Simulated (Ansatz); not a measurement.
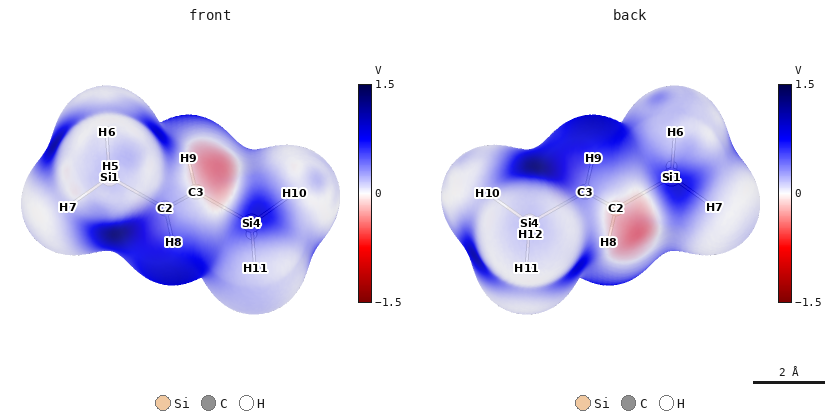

The picture shows: C2H8Si2 (SMILES [SiH3]C=C[SiH3]). The electrostatic potential painted on the density surface at 0.002 e/bohr³, seen from the front and from behind; the colour scale runs from red (negative) to blue (positive).

Geometry: PBE0-D4/def2-TZVP.

The calculation used RKS PBE0-D4/def2-TZVPP in Ansatz.

```yaml
atoms:
  - { symbol: Si, position_ang: [-0.5610, 2.2193, 0.1896] }
  - { symbol: C, position_ang: [-0.5442, 0.3566, 0.1188] }
  - { symbol: C, position_ang: [0.5573, -0.3659, -0.1119] }
  - { symbol: Si, position_ang: [0.5738, -2.2285, -0.1840] }
  - { symbol: H, position_ang: [-1.0445, 2.6894, 1.5162] }
  - { symbol: H, position_ang: [0.8187, 2.7211, -0.0429] }
  - { symbol: H, position_ang: [-1.4735, 2.7749, -0.8465] }
  - { symbol: H, position_ang: [-1.4861, -0.1724, 0.2739] }
  - { symbol: H, position_ang: [1.4992, 0.1631, -0.2669] }
  - { symbol: H, position_ang: [1.4916, -2.7852, 0.8467] }
  - { symbol: H, position_ang: [-0.8047, -2.7305, 0.0548] }
  - { symbol: H, position_ang: [1.0506, -2.6972, -1.5136] }
```

> Which sites attract a positive test charge, and which a negative one?

A positive charge is drawn to the negative regions and a negative charge to the positive ones. The most negative region (about −0.3 V) lies over the π face of C2 and C3, the most positive (about +1.2 V) over Si1 and Si4.
